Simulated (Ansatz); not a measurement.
**ClF2H8NOSi2 (built from SMILES F[Si](F)([SiH3])Cl.N.O): search for a transition state**

Is there a first-order saddle for this ligand exchange through a proton shuttle, which should form Si1–N7, H6–O9, Si2–H8 and break Si1–Si2, H6–N7, H8–O9, and which two structures does it connect?

Program: Ansatz 0.2.0, Gaussian basis. Level of theory: PBE0-D4, def2-SVP first, then def2-TZVP. These are calculated values, not measurements.

191 further runs of the same task are left out: 1 that didn't finish, 190 set aside as unsound or not needed.

### 1 Starting geometry

The guess: 15 atoms, charge 0, spin multiplicity 1.

Atoms are counted from 1 here; the program's logs count them from 0.

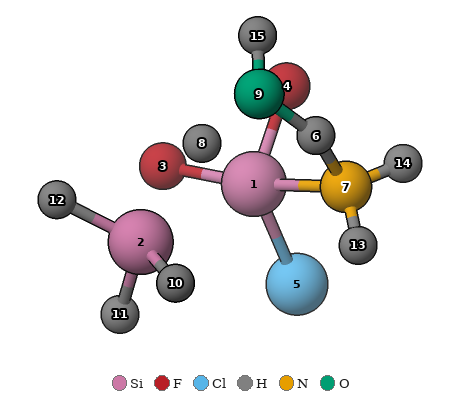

The starting geometry (silicon pink, fluorine red, chlorine blue, hydrogen grey, nitrogen amber, oxygen teal); atoms are numbered from 1 in the order of the file.

Coordinates:

```xyz
15
charge 0, multiplicity 1
Si   -1.0329   -0.1944   -0.6757
Si   -0.2464   -0.1373    1.8577
F    -2.3561    0.5192   -0.0081
F    -1.0296    0.9387   -1.8425
Cl   -1.9022   -1.9776   -1.0902
H     1.3586    0.3326   -0.8253
N     0.7024   -0.6596   -1.2645
H     0.4600    0.8942    0.5754
O     1.5976    1.3226   -0.1081
H     1.0197   -0.7979    2.1962
H    -1.2862   -1.1191    2.1707
H    -0.5082    0.9889    2.7555
H     1.0925   -1.5083   -0.8732
H     0.7813   -0.7145   -2.2750
H     1.3494    2.1123   -0.5930
```

Distances that are to change: Si1–N7 1.89 Å, H6–O9 1.25 Å, Si2–H8 1.79 Å, Si1–Si2 2.65 Å, H6–N7 1.27 Å, H8–O9 1.39 Å.

### 2 Relaxing the guess with the reacting distances held

File hold/in.yaml:

```yaml
crystal:
  periodic: [false, false, false]
  atoms:
    - {symbol: Si, position_ang: [-1.032900, -0.194400, -0.675700]}
    - {symbol: Si, position_ang: [-0.246400, -0.137300, 1.857700]}
    - {symbol: F, position_ang: [-2.356100, 0.519200, -0.008100]}
    - {symbol: F, position_ang: [-1.029600, 0.938700, -1.842500]}
    - {symbol: Cl, position_ang: [-1.902200, -1.977600, -1.090200]}
    - {symbol: H, position_ang: [1.358600, 0.332600, -0.825300]}
    - {symbol: N, position_ang: [0.702400, -0.659600, -1.264500]}
    - {symbol: H, position_ang: [0.460000, 0.894200, 0.575400]}
    - {symbol: O, position_ang: [1.597600, 1.322600, -0.108100]}
    - {symbol: H, position_ang: [1.019700, -0.797900, 2.196200]}
    - {symbol: H, position_ang: [-1.286200, -1.119100, 2.170700]}
    - {symbol: H, position_ang: [-0.508200, 0.988900, 2.755500]}
    - {symbol: H, position_ang: [1.092500, -1.508300, -0.873200]}
    - {symbol: H, position_ang: [0.781300, -0.714500, -2.275000]}
    - {symbol: H, position_ang: [1.349400, 2.112300, -0.593000]}
basis:
  gaussian: {orbitals: def2-SVP}
hamiltonian: {xc: pbe0, dispersion: d4}
relax: {f_tol: 0.04, max_steps: 150, escape_saddle: false, constraints: [{distance: [0, 6]}, {distance: [5, 8]}, {distance: [1, 7]}, {distance: [0, 1]}, {distance: [5, 6]}, {distance: [7, 8]}]}
```

Run with:

```
$ ansatz run in.yaml --threads 4 --pin off --events-out ev --progress --plain --max-ram 46080MiB --backend cpu
```

What it wrote:

```text
Functional definition: PBE0
  name "PBE0"
  cite "Adamo & Barone, J. Chem. Phys. 110, 6158 (1999) doi:10.1063/1.478522"
  cite "Perdew, Burke & Ernzerhof, Phys. Rev. Lett. 77, 3865 (1996) doi:10.1103/PhysRevLett.77.3865"
  parent pbe
  parameter a = 0.25
  parameter kappa = 0.804
  parameter beta = 0.06672455060314922
  exchange = (1 - a)*pbe_x(kappa = kappa, mu = beta*pi^2/3) + a*exact_x
  correlation = pbe_c(beta = beta)
1532 factors; integrals over basis functions are off by at most 6.3e-4 eV
mean field evaluation 1: about -37337.4413 eV, gradient 6.9e1 eV
mean field evaluation 2: about -37323.7188 eV, gradient 1.1e2 eV
mean field evaluation 4: about -37345.8474 eV, gradient 5.4e0 eV
mean field evaluation 8: about -37345.9208 eV, gradient 1.3e-1 eV
mean field evaluation 16: about -37345.9208 eV, gradient 5.8e-5 eV
mean field -37345.92081876 eV, -1372.4372761150 hartree, gradient 5.8e-5 eV, S^2 0.000000; 0 other end points of the search recorded, 0 dependent functions left out
the calculation of the forces begins
reference -37345.92084690 eV, -1372.4372771492 hartree; 43, 43 occupied and 107, 107 virtual orbitals, 1532 factors
relax step   1: F+E_penalty+E_count = -37346.28369409 eV  Δ(F+E_penalty+E_count) = +0.000e0 eV  max|allowed force component| = 9.452e-1 eV/Å  Δτ_max = 0.0000 Å  (28 SCF iters, accepted)
  distance Si 0 - N 6 held at 1.890598 Å   reaction = +9.7156e-2 eV/Å
  distance H 5 - O 8 held at 1.245631 Å   reaction = +3.3278e-1 eV/Å
  distance Si 1 - H 7 held at 1.790890 Å   reaction = -1.2068e-1 eV/Å
  distance Si 0 - Si 1 held at 2.653292 Å   reaction = +4.7382e-1 eV/Å
  distance H 5 - N 6 held at 1.268052 Å   reaction = +6.9794e-1 eV/Å
  distance H 7 - O 8 held at 1.394573 Å   reaction = +1.6586e0 eV/Å
these checks for a lower state are left out or cut short: starts, cluster_reference, orbital_swaps, neighbouring_geometries, increment
1532 factors; integrals over basis functions are off by at most 6.6e-4 eV
mean field -37346.11624318 eV, -1372.4444578302 hartree, gradient 1.2e-5 eV, S^2 0.000000; 0 other end points of the search recorded, 0 dependent functions left out
the calculation of the forces begins
reference -37346.11627158 eV, -1372.4444588737 hartree; 43, 43 occupied and 107, 107 virtual orbitals, 1532 factors
relax step   2: F+E_penalty+E_count = -37346.48163537 eV  Δ(F+E_penalty+E_count) = -1.979e-1 eV  max|allowed force component| = 2.576e-1 eV/Å  Δτ_max = 0.1964 Å  (30 SCF iters, accepted)
  distance Si 0 - N 6 held at 1.890598 Å   reaction = +7.8172e-2 eV/Å
  distance H 5 - O 8 held at 1.245631 Å   reaction = +2.6237e-1 eV/Å
  distance Si 1 - H 7 held at 1.790890 Å   reaction = -6.0075e-2 eV/Å
  distance Si 0 - Si 1 held at 2.653292 Å   reaction = +6.2522e-1 eV/Å
  distance H 5 - N 6 held at 1.268052 Å   reaction = +3.0365e-1 eV/Å
  distance H 7 - O 8 held at 1.394573 Å   reaction = +9.8255e-1 eV/Å
these checks for a lower state are left out or cut short: starts, cluster_reference, orbital_swaps, neighbouring_geometries, increment
1532 factors; integrals over basis functions are off by at most 6.7e-4 eV
mean field -37346.13954569 eV, -1372.4453141816 hartree, gradient 7.9e-6 eV, S^2 0.000000; 0 other end points of the search recorded, 0 dependent functions left out
the calculation of the forces begins
reference -37346.13957412 eV, -1372.4453152264 hartree; 43, 43 occupied and 107, 107 virtual orbitals, 1532 factors
relax step   3: F+E_penalty+E_count = -37346.50481720 eV  Δ(F+E_penalty+E_count) = -2.318e-2 eV  max|allowed force component| = 1.538e-1 eV/Å  Δτ_max = 0.0552 Å  (30 SCF iters, accepted)
  distance Si 0 - N 6 held at 1.890598 Å   reaction = +2.0744e-2 eV/Å
  distance H 5 - O 8 held at 1.245631 Å   reaction = +2.0441e-1 eV/Å
  distance Si 1 - H 7 held at 1.790890 Å   reaction = +4.0349e-2 eV/Å
  distance Si 0 - Si 1 held at 2.653292 Å   reaction = +3.8180e-1 eV/Å
  distance H 5 - N 6 held at 1.268052 Å   reaction = +2.2031e-1 eV/Å
  distance H 7 - O 8 held at 1.394573 Å   reaction = +1.0550e0 eV/Å
these checks for a lower state are left out or cut short: starts, cluster_reference, orbital_swaps, neighbouring_geometries, increment
1532 factors; integrals over basis functions are off by at most 6.8e-4 eV
mean field evaluation 32: about -37346.1207 eV, gradient 1.5e0 eV
mean field -37346.14351122 eV, -1372.4454599120 hartree, gradient 7.6e-6 eV, S^2 0.000000; 0 other end points of the search recorded, 0 dependent functions left out
the calculation of the forces begins
reference -37346.14353970 eV, -1372.4454609586 hartree; 43, 43 occupied and 107, 107 virtual orbitals, 1532 factors
relax step   4: F+E_penalty+E_count = -37346.50868815 eV  Δ(F+E_penalty+E_count) = -3.871e-3 eV  max|allowed force component| = 6.436e-2 eV/Å  Δτ_max = 0.0300 Å  (30 SCF iters, accepted)
  distance Si 0 - N 6 held at 1.890598 Å   reaction = +7.9020e-2 eV/Å
  distance H 5 - O 8 held at 1.245631 Å   reaction = +2.0522e-1 eV/Å
  distance Si 1 - H 7 held at 1.790890 Å   reaction = +9.4622e-2 eV/Å
  distance Si 0 - Si 1 held at 2.653292 Å   reaction = +3.2824e-1 eV/Å
  distance H 5 - N 6 held at 1.268052 Å   reaction = +2.1296e-1 eV/Å
  distance H 7 - O 8 held at 1.394573 Å   reaction = +1.0601e0 eV/Å
these checks for a lower state are left out or cut short: starts, cluster_reference, orbital_swaps, neighbouring_geometries, increment
1532 factors; integrals over basis functions are off by at most 6.7e-4 eV
mean field -37346.14526899 eV, -1372.4455245089 hartree, gradient 7.8e-6 eV, S^2 0.000000; 0 other end points of the search recorded, 0 dependent functions left out
the calculation of the forces begins
reference -37346.14529748 eV, -1372.4455255559 hartree; 43, 43 occupied and 107, 107 virtual orbitals, 1532 factors
relax step   5: F+E_penalty+E_count = -37346.51051531 eV  Δ(F+E_penalty+E_count) = -1.827e-3 eV  max|allowed force component| = 4.984e-2 eV/Å  Δτ_max = 0.0153 Å  (30 SCF iters, accepted)
  distance Si 0 - N 6 held at 1.890598 Å   reaction = +1.1021e-1 eV/Å
  distance H 5 - O 8 held at 1.245631 Å   reaction = +2.1648e-1 eV/Å
  distance Si 1 - H 7 held at 1.790890 Å   reaction = +1.2605e-1 eV/Å
  distance Si 0 - Si 1 held at 2.653292 Å   reaction = +3.1856e-1 eV/Å
  distance H 5 - N 6 held at 1.268052 Å   reaction = +1.9636e-1 eV/Å
  distance H 7 - O 8 held at 1.394573 Å   reaction = +1.0695e0 eV/Å
these checks for a lower state are left out or cut short: starts, cluster_reference, orbital_swaps, neighbouring_geometries, increment
1532 factors; integrals over basis functions are off by at most 6.7e-4 eV
mean field -37346.14647493 eV, -1372.4455688262 hartree, gradient 7.9e-6 eV, S^2 0.000000; 0 other end points of the search recorded, 0 dependent functions left out
the calculation of the forces begins
reference -37346.14650345 eV, -1372.4455698746 hartree; 43, 43 occupied and 107, 107 virtual orbitals, 1532 factors
relax step   6: F+E_penalty+E_count = -37346.51177421 eV  Δ(F+E_penalty+E_count) = -1.259e-3 eV  max|allowed force component| = 4.515e-2 eV/Å  Δτ_max = 0.0221 Å  (31 SCF iters, accepted)
  distance Si 0 - N 6 held at 1.890598 Å   reaction = +1.4338e-1 eV/Å
  distance H 5 - O 8 held at 1.245631 Å   reaction = +2.2738e-1 eV/Å
  distance Si 1 - H 7 held at 1.790890 Å   reaction = +1.2930e-1 eV/Å
  distance Si 0 - Si 1 held at 2.653292 Å   reaction = +3.2560e-1 eV/Å
  distance H 5 - N 6 held at 1.268052 Å   reaction = +1.7863e-1 eV/Å
  distance H 7 - O 8 held at 1.394573 Å   reaction = +1.0636e0 eV/Å
these checks for a lower state are left out or cut short: starts, cluster_reference, orbital_swaps, neighbouring_geometries, increment
1532 factors; integrals over basis functions are off by at most 6.7e-4 eV
mean field -37346.14523971 eV, -1372.4455234329 hartree, gradient 1.1e-5 eV, S^2 0.000000; 0 other end points of the search recorded, 0 dependent functions left out
the calculation of the forces begins
reference -37346.14526834 eV, -1372.4455244849 hartree; 43, 43 occupied and 107, 107 virtual orbitals, 1532 factors
relax step   7: F+E_penalty+E_count = -37346.51093311 eV  Δ(F+E_penalty+E_count) = +8.411e-4 eV  max|allowed force component| = 1.081e-1 eV/Å  Δτ_max = 0.1317 Å  (29 SCF iters, rejected (line search))
  distance Si 0 - N 6 held at 1.890598 Å   reaction = +1.7642e-1 eV/Å
  distance H 5 - O 8 held at 1.245631 Å   reaction = +2.3693e-1 eV/Å
  distance Si 1 - H 7 held at 1.790890 Å   reaction = +8.0103e-2 eV/Å
  distance Si 0 - Si 1 held at 2.653292 Å   reaction = +3.2014e-1 eV/Å
  distance H 5 - N 6 held at 1.268052 Å   reaction = +2.0583e-1 eV/Å
  distance H 7 - O 8 held at 1.394573 Å   reaction = +1.0459e0 eV/Å
these checks for a lower state are left out or cut short: starts, cluster_reference, orbital_swaps, neighbouring_geometries, increment
1532 factors; integrals over basis functions are off by at most 6.7e-4 eV
mean field evaluation 64: about -37346.1488 eV, gradient 1.3e-4 eV
mean field -37346.14882236 eV, -1372.4456550929 hartree, gradient 8.0e-6 eV, S^2 0.000000; 0 other end points of the search recorded, 0 dependent functions left out
the calculation of the forces begins
reference -37346.14885098 eV, -1372.4456561446 hartree; 43, 43 occupied and 107, 107 virtual orbitals, 1532 factors
relax step   8: F+E_penalty+E_count = -37346.51408734 eV  Δ(F+E_penalty+E_count) = -2.313e-3 eV  max|allowed force component| = 2.101e-2 eV/Å  Δτ_max = 0.0642 Å  (31 SCF iters, accepted)
  distance Si 0 - N 6 held at 1.890598 Å   reaction = +1.6605e-1 eV/Å
  distance H 5 - O 8 held at 1.245631 Å   reaction = +2.3855e-1 eV/Å
  distance Si 1 - H 7 held at 1.790890 Å   reaction = +9.0666e-2 eV/Å
  distance Si 0 - Si 1 held at 2.653292 Å   reaction = +3.2383e-1 eV/Å
  distance H 5 - N 6 held at 1.268052 Å   reaction = +1.6769e-1 eV/Å
  distance H 7 - O 8 held at 1.394573 Å   reaction = +1.0435e0 eV/Å
these checks for a lower state are left out or cut short: starts, cluster_reference, orbital_swaps, neighbouring_geometries, increment
1532 factors; integrals over basis functions are off by at most 6.7e-4 eV
mean field -37346.14949250 eV, -1372.4456797200 hartree, gradient 8.3e-6 eV, S^2 0.000000; 0 other end points of the search recorded, 0 dependent functions left out
the calculation of the forces begins
reference -37346.14952113 eV, -1372.4456807724 hartree; 43, 43 occupied and 107, 107 virtual orbitals, 1532 factors
relax step   9: F+E_penalty+E_count = -37346.51484490 eV  Δ(F+E_penalty+E_count) = -7.576e-4 eV  max|allowed force component| = 6.208e-2 eV/Å  Δτ_max = 0.0845 Å  (30 SCF iters, accepted)
  distance Si 0 - N 6 held at 1.890598 Å   reaction = +1.8920e-1 eV/Å
  distance H 5 - O 8 held at 1.245631 Å   reaction = +2.4240e-1 eV/Å
  distance Si 1 - H 7 held at 1.790890 Å   reaction = +5.2288e-2 eV/Å
  distance Si 0 - Si 1 held at 2.653292 Å   reaction = +3.3302e-1 eV/Å
  distance H 5 - N 6 held at 1.268052 Å   reaction = +1.5917e-1 eV/Å
  distance H 7 - O 8 held at 1.394573 Å   reaction = +1.0211e0 eV/Å
these checks for a lower state are left out or cut short: starts, cluster_reference, orbital_swaps, neighbouring_geometries, increment
1532 factors; integrals over basis functions are off by at most 6.7e-4 eV
mean field -37346.15028546 eV, -1372.4457088609 hartree, gradient 1.5e-5 eV, S^2 0.000000; 0 other end points of the search recorded, 0 dependent functions left out
the calculation of the forces begins
reference -37346.15031409 eV, -1372.4457099130 hartree; 43, 43 occupied and 107, 107 virtual orbitals, 1532 factors
relax step  10: F+E_penalty+E_count = -37346.51544946 eV  Δ(F+E_penalty+E_count) = -6.046e-4 eV  max|allowed force component| = 3.348e-2 eV/Å  Δτ_max = 0.0185 Å  (25 SCF iters, accepted)
  distance Si 0 - N 6 held at 1.890598 Å   reaction = +1.8559e-1 eV/Å
  distance H 5 - O 8 held at 1.245631 Å   reaction = +2.5479e-1 eV/Å
  distance Si 1 - H 7 held at 1.790890 Å   reaction = +6.0386e-2 eV/Å
  distance Si 0 - Si 1 held at 2.653292 Å   reaction = +3.2640e-1 eV/Å
  distance H 5 - N 6 held at 1.268052 Å   reaction = +1.4723e-1 eV/Å
  distance H 7 - O 8 held at 1.394573 Å   reaction = +1.0175e0 eV/Å
1532 factors; integrals over basis functions are off by at most 6.7e-4 eV
mean field evaluation 96: about -37346.1503 eV, gradient 5.2e-5 eV
mean field -37346.15028546 eV, -1372.4457088609 hartree, gradient 1.5e-5 eV, S^2 0.000000; 1 other end points of the search recorded, 0 dependent functions left out
the calculation of the forces begins
reference -37346.15031409 eV, -1372.4457099130 hartree; 43, 43 occupied and 107, 107 virtual orbitals, 1532 factors
Total energy: -37346.51547809 eV, -1372.4591294424 hartree
Atom 0 at    -0.970687    -0.112083    -0.664282 Å, force     0.276198    -0.051687     0.252306 eV/Å
Atom 1 at    -0.224289    -0.154701     1.881505 Å, force    -0.071089     0.029126    -0.359286 eV/Å
Atom 2 at    -2.200320     0.601809     0.172753 Å, force    -0.030283    -0.005155     0.012168 eV/Å
Atom 3 at    -0.929147     1.016061    -1.844050 Å, force     0.005588    -0.002350     0.001966 eV/Å
Atom 4 at    -1.972313    -1.857041    -1.160178 Å, force     0.000386     0.006170     0.006749 eV/Å
Atom 5 at     1.358730     0.331791    -0.856140 Å, force    -0.044744     0.083481     0.103287 eV/Å
Atom 6 at     0.731089    -0.700989    -1.240050 Å, force    -0.084786     0.168443     0.094394 eV/Å
Atom 7 at     0.428058     0.765953     0.490776 Å, force     0.779268     0.398403    -0.402383 eV/Å
Atom 8 at     1.531344     1.337786    -0.142154 Å, force    -0.824477    -0.641322     0.334495 eV/Å
Atom 9 at     1.122538    -0.653744     2.296846 Å, force    -0.017544     0.006984    -0.003662 eV/Å
Atom 10 at    -1.196166    -1.285600     1.989059 Å, force     0.019797     0.023470    -0.003068 eV/Å
Atom 11 at    -0.661009     1.002308     2.710074 Å, force     0.006956    -0.023938    -0.033482 eV/Å
Atom 12 at     1.052963    -1.558245    -0.788485 Å, force     0.007230     0.012554    -0.008483 eV/Å
Atom 13 at     0.733868    -0.856820    -2.250198 Å, force    -0.010743     0.005621     0.018513 eV/Å
Atom 14 at     1.195243     2.123315    -0.595576 Å, force    -0.011755    -0.009800    -0.013514 eV/Å
Dipole moment:     0.596247    -0.241931    -0.117466 e Å
```

It took 34 s on 4 threads of AMD EPYC 7R13, shared host.

Along the way:

| step | energy from step 1 (eV) | largest force component (eV/Å) |
| --- | --- | --- |
| 1 | 0.0000 | 0.9452 |
| 2 | -0.1979 | 0.2576 |
| 3 | -0.2211 | 0.1538 |
| 4 | -0.2250 | 0.0644 |
| 5 | -0.2268 | 0.0498 |
| 6 | -0.2281 | 0.0452 |
| 7 | -0.2272 | 0.1081 |
| 8 | -0.2304 | 0.0210 |
| 9 | -0.2312 | 0.0621 |
| 10 | -0.2318 | 0.0335 |

Close pairs (by a distance rule), those that changed most:

| bond | before (Å) | after (Å) | change (Å) |
| --- | --- | --- | --- |
| Si1–Cl5 | 2.027 | 2.072 | +0.046 |
| Si2–H11 | 1.464 | 1.495 | +0.031 |
| Si2–H10 | 1.468 | 1.495 | +0.028 |
| Si2–H12 | 1.464 | 1.489 | +0.025 |
| N7–H13 | 1.013 | 1.021 | +0.008 |
| O9–H15 | 0.959 | 0.967 | +0.008 |
| N7–H14 | 1.015 | 1.022 | +0.007 |
| Si1–F4 | 1.626 | 1.633 | +0.006 |

### 3 Force constants to start from

File hessian/in.yaml:

```yaml
crystal:
  periodic: [false, false, false]
  atoms:
    - {symbol: Si, position_ang: [-0.970687, -0.112083, -0.664282]}
    - {symbol: Si, position_ang: [-0.224289, -0.154701, 1.881505]}
    - {symbol: F, position_ang: [-2.200320, 0.601809, 0.172753]}
    - {symbol: F, position_ang: [-0.929147, 1.016061, -1.844050]}
    - {symbol: Cl, position_ang: [-1.972313, -1.857041, -1.160178]}
    - {symbol: H, position_ang: [1.358730, 0.331791, -0.856140]}
    - {symbol: N, position_ang: [0.731089, -0.700989, -1.240050]}
    - {symbol: H, position_ang: [0.428058, 0.765953, 0.490776]}
    - {symbol: O, position_ang: [1.531344, 1.337786, -0.142154]}
    - {symbol: H, position_ang: [1.122538, -0.653744, 2.296846]}
    - {symbol: H, position_ang: [-1.196166, -1.285600, 1.989059]}
    - {symbol: H, position_ang: [-0.661009, 1.002308, 2.710074]}
    - {symbol: H, position_ang: [1.052963, -1.558245, -0.788485]}
    - {symbol: H, position_ang: [0.733868, -0.856820, -2.250198]}
    - {symbol: H, position_ang: [1.195243, 2.123315, -0.595576]}
basis:
  gaussian: {orbitals: def2-SVP}
hamiltonian: {xc: pbe0, dispersion: d4}
phonons: {}
scf: {lower_state_search: off}
```

Run with:

```
$ ansatz run in.yaml --threads 4 --pin off --events-out ev --progress --plain --max-ram 46080MiB --backend cpu
```

What it wrote (excerpt; [...] marks lines left out):

```text
[... 5 set-up lines as earlier in the session ...]
[...]
1543 factors; integrals over basis functions are off by at most 5.2e-4 eV
[...]
mean field -37346.15031031 eV, -1372.4457097739 hartree, gradient 8.6e-6 eV, S^2 0.000000; 0 other end points of the search recorded, 0 dependent functions left out
[...]
reference -37346.15033861 eV, -1372.4457108141 hartree; 43, 43 occupied and 107, 107 virtual orbitals, 1543 factors
[...]
WARN: phonons: 3 modes above zero are rigid motions of the cell's bodies and no vibrations: the zero-point energy, free energy, entropy and heat capacity leave them out. With what each would have added to F at 1000 K, by the weight of its row in the mesh: 21.43 cm⁻¹ (-0.300 eV; rigid [...]
WARN: phonons: modes at or below zero, which the zero-point energy, F, S and C_V leave out: 1, the lowest at -1587.31 cm⁻¹. A minimum has none, and a first-order saddle one
[...]
Atom 9 at     1.122538    -0.653744     2.296846 Å, force    -0.017564     0.006983    -0.003540 eV/Å
Atom 10 at    -1.196166    -1.285600     1.989059 Å, force     0.019842     0.023378    -0.003088 eV/Å
Atom 11 at    -0.661009     1.002308     2.710074 Å, force     0.006956    -0.023921    -0.033449 eV/Å
Atom 12 at     1.052963    -1.558245    -0.788485 Å, force     0.007208     0.012557    -0.008531 eV/Å
Atom 13 at     0.733868    -0.856820    -2.250198 Å, force    -0.010564     0.005567     0.018441 eV/Å
Atom 14 at     1.195243     2.123315    -0.595576 Å, force    -0.011802    -0.009795    -0.013519 eV/Å
Dipole moment:     0.596244    -0.241934    -0.117463 e Å
[...]
Checks for a lower state left out: stability, starts, cluster_reference, orbital_swaps, neighbouring_geometries, increment
```

Run time: 2.6 min. Hardware: 4 threads of AMD EPYC 7R13, shared host.

The structure is not stationary yet, so these wavenumbers are no spectrum; the search needs only the force constants.

(Part 1 of 3 ends here.)
